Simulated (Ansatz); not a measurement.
# doublet [GeN2H4F2]+: levels of theory compared

We compute a comparison of 6 runs (UHF/3-21G, U-wB97M-V/6-31G*, U-wB97X/6-31G*, UB3LYP/6-31G*, UPBE0/6-31G*, UCCSD/6-31G*) of doublet [GeN2H4F2]+. 

The calculation is run with Ansatz 0.2.0.

47 further runs of the same task are left out: 47 set aside as unsound or not needed. Runs told in other sessions of the task aren't counted.

## (1) The system as given

The species is [GeN2H4F2]+ (9 atoms), meant as a doublet with charge +1. SMILES of the parent species: `[NH2][Ge]([NH2])([F])[F]`. The coordinates come from a PBE0-D4/def2-TZVP relaxation. This is one conformer, not always the lowest. That shape belongs to the parent species and isn't relaxed for this state.

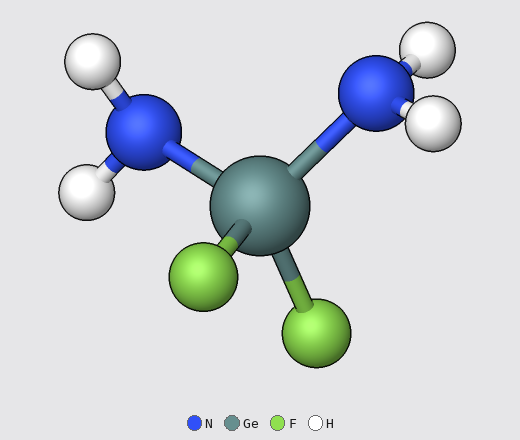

The structure, seen from a chosen angle (nitrogen blue, germanium teal, fluorine green, hydrogen white).

## (2) A single-point energy at UHF/3-21G (run 1)

File input.yaml:

```yaml
crystal:
  periodic: [false, false, false]
  atoms:
    - {symbol: N, position_ang: [-0.357200, 1.470600, -0.432900]}
    - {symbol: Ge, position_ang: [0.131100, -0.254300, -0.371100]}
    - {symbol: N, position_ang: [0.088800, -0.889600, 1.305800]}
    - {symbol: F, position_ang: [-0.830100, -1.356500, -1.291000]}
    - {symbol: F, position_ang: [1.658800, -0.315400, -1.175700]}
    - {symbol: H, position_ang: [-1.289100, 1.676100, -0.105200]}
    - {symbol: H, position_ang: [-0.173100, 1.942600, -1.305600]}
    - {symbol: H, position_ang: [0.163500, -1.892200, 1.392000]}
    - {symbol: H, position_ang: [0.695700, -0.427900, 1.966600]}
basis:
  gaussian:
    orbitals: 3-21G-spherical.json
magnetization:
  spin_polarized: true
  initial_magnetization: 1
hamiltonian:
  xc: hf
total_charge: 1
output: {orbitals: {seedname: orbitals}}
accuracy: high
```

The basis set 3-21G is read from a file made from the Basis Set Exchange's data (not shown).

On the command line:

```sh
ansatz run input.yaml --threads 1 --pin off --max-ram 2610MiB --events-out events.jsonl --progress --plain --runs-dir runs
```

The log of the run:

```text
Warning: RAYON_NUM_THREADS=1 ignored (pool sized by the plan → 1); use --threads N
Functional definition: HF
  name "HF"
  exchange = exact_x
  correlation = 0
1397 factors; integrals over basis functions are off by at most 1.6e-8 eV
mean field evaluation 1: about -64582.6260 eV, gradient 4.0e1 eV
mean field evaluation 2: about -64582.6483 eV, gradient 4.0e1 eV
mean field evaluation 4: about -64588.0795 eV, gradient 2.3e0 eV
mean field evaluation 8: about -64588.1567 eV, gradient 2.9e-1 eV
mean field evaluation 16: about -64588.9526 eV, gradient 1.3e-1 eV
mean field evaluation 32: about -64588.9531 eV, gradient 1.9e-2 eV
mean field -64588.95322796 eV, -2373.6002511628 hartree, gradient 2.2e-8 eV, S^2 0.757401; 1 other end points of the search recorded, 0 dependent functions left out
reference -64588.95322796 eV, -2373.6002511628 hartree; 34, 33 occupied and 32, 33 virtual orbitals, 1397 factors
Total energy: -64588.95322796 eV, -2373.6002511628 hartree
```

It took 5.1 s on 1 thread of Arm Neoverse V1, shared host; peak memory 0.24 GiB.

## (3) A single-point energy at U-wB97M-V/6-31G(d) (spherical functions) (run 2)

File job.yaml:

```yaml
crystal:
  periodic: [false, false, false]
  atoms:
    - {symbol: N, position_ang: [-0.357200, 1.470600, -0.432900]}
    - {symbol: Ge, position_ang: [0.131100, -0.254300, -0.371100]}
    - {symbol: "N", position_ang: [0.088800, -0.889600, 1.305800]}
    - {symbol: F, position_ang: [-0.830100, -1.356500, -1.291000]}
    - {symbol: F, position_ang: [1.658800, -0.315400, -1.175700]}
    - {symbol: H, position_ang: [-1.289100, 1.676100, -0.105200]}
    - {symbol: H, position_ang: [-0.173100, 1.942600, -1.305600]}
    - {symbol: H, position_ang: [0.163500, -1.892200, 1.392000]}
    - {symbol: H, position_ang: [0.695700, -0.427900, 1.966600]}
basis:
  gaussian: {orbitals: 6-31G_st_-spherical.json}
total_charge: 1
magnetization: {spin_polarized: true, initial_magnetization: 1}
hamiltonian: {xc: {name: wB97M-V}}
accuracy: high
output: {orbitals: {seedname: orbitals}}
```

The basis set 6-31G* is read from a file made from the Basis Set Exchange's data (not shown).

On the command line:

```sh
ansatz run job.yaml --threads 1 --pin off --max-ram 2610MiB --events-out events.jsonl --progress --plain --runs-dir runs
```

The log of the run (excerpt; [...] marks lines left out):

```text
Warning: RAYON_NUM_THREADS=1 ignored (pool sized by the plan → 1); use --threads N
Functional definition: wB97M-V
  name "wB97M-V"
[...]
  gx(w, u) = 1 - cx + cx01*u + cx10*w
  gss(w, u) = css00 + css04*u^4 + css10*w + css20*w^2 + css43*w^4*u^3
  gos(w, u) = cos00 + cos10*w + (cos20 + cos21*u)*w^2 + (cos60 + cos61*u)*w^6
[...]
      + integral(e_c_pw_mod_opposite_spin*gos(b97_w_opposite, b97_u_opposite)) + vv10(b, c)
2159 factors; integrals over basis functions are off by at most 4.2e-9 eV
367 factors; integrals over basis functions are off by at most 1.4e-9 eV
[...]
mean field -64975.77259294 eV, -2387.8156006302 hartree, gradient 6.1e-8 eV, S^2 0.762709; 2 other end points of the search recorded, 0 dependent functions left out
reference -64975.77259822 eV, -2387.8156008241 hartree; 34, 33 occupied and 62, 63 virtual orbitals, 2159 factors
Total energy: -64975.77259822 eV, -2387.8156008241 hartree
```

Wall time 5.5 min (1 thread of Arm Neoverse V1, shared host); peak memory 1.3 GiB.

Runs 3 to 5 aren't shown in full; the table further down has their settings and results.

## (4) A single-point energy at UCCSD/6-31G(d) (spherical functions) (run 6)

File molecule.yaml:

```yaml
crystal:
  periodic: [false, false, false]
  atoms:
    - {symbol: "N", position_ang: [-0.357200, 1.470600, -0.432900]}
    - {symbol: Ge, position_ang: [0.131100, -0.254300, -0.371100]}
    - {symbol: "N", position_ang: [0.088800, -0.889600, 1.305800]}
    - {symbol: F, position_ang: [-0.830100, -1.356500, -1.291000]}
    - {symbol: F, position_ang: [1.658800, -0.315400, -1.175700]}
    - {symbol: H, position_ang: [-1.289100, 1.676100, -0.105200]}
    - {symbol: H, position_ang: [-0.173100, 1.942600, -1.305600]}
    - {symbol: H, position_ang: [0.163500, -1.892200, 1.392000]}
    - {symbol: H, position_ang: [0.695700, -0.427900, 1.966600]}
basis:
  gaussian:
    orbitals: 6-31G_st_-spherical.json
total_charge: 1
magnetization:
  spin_polarized: true
  initial_magnetization: 1
correlation:
  method: ccsd
  frozen_orbitals: {F: 1, Ge: 9, H: 0, "N": 1}
accuracy: high
scf:
  omitted_lower_state_checks: [cluster_reference, increment]
```

The basis set 6-31G* is read from a file made from the Basis Set Exchange's data (not shown).

On the command line:

```sh
ansatz run molecule.yaml --threads 1 --pin off --max-ram 2610MiB --events-out events.jsonl --progress --plain --runs-dir runs
```

The log of the run:

```text
Warning: RAYON_NUM_THREADS=1 ignored (pool sized by the plan → 1); use --threads N
[... 13 lines left out ...]
13 core orbitals not correlated: weight in the atoms' cores, before any rotation towards them, 1.000 or more for the frozen orbitals, at most 0.000 for the correlated occupied ones
[... 39 lines left out ...]
Total energy: -64921.80999041 eV, -2385.8325115641 hartree
Checks for a lower state left out: cluster_reference, increment
```

Wall time 4.1 min (1 thread of Arm Neoverse V1, shared host); peak memory 1.4 GiB.

## (5) The series

```
run                                   level  frozen core orbitals   energy (Eh)  HOMO energy (eV)  LUMO energy (eV)   ⟨S²⟩  wall time
  1                               UHF/3-21G                     –  -2373.600251            -16.78             -7.51  0.757      5.1 s
  2  U-wB97M-V/6-31G* (spherical functions)                     –  -2387.815601            -15.86            -10.87  0.763    5.5 min
  3    U-wB97X/6-31G* (spherical functions)                     –  -2387.992816            -15.85            -10.87  0.764    2.9 min
  4     UB3LYP/6-31G* (spherical functions)                     –  -2388.072624            -13.88            -12.71  0.759       23 s
  5      UPBE0/6-31G* (spherical functions)                     –  -2387.452886            -13.99            -12.55  0.761       27 s
  6      UCCSD/6-31G* (spherical functions)                    13  -2385.832512                 –                 –  0.759    4.1 min
```

## (6) What came out

| quantity | value |
| --- | --- |
| run 6: total energy | -2385.83251 Eh |
| run 6: correlation energy (13 core orbitals frozen) | -899.8 mEh |
| run 6: ⟨S²⟩ of the reference determinant | 0.759 |
| run 6: T1 diagnostic | 0.028 |

What this shows: Totals of different functionals can't be ranked against each other. All runs together took 13 min, the longest 5.5 min.
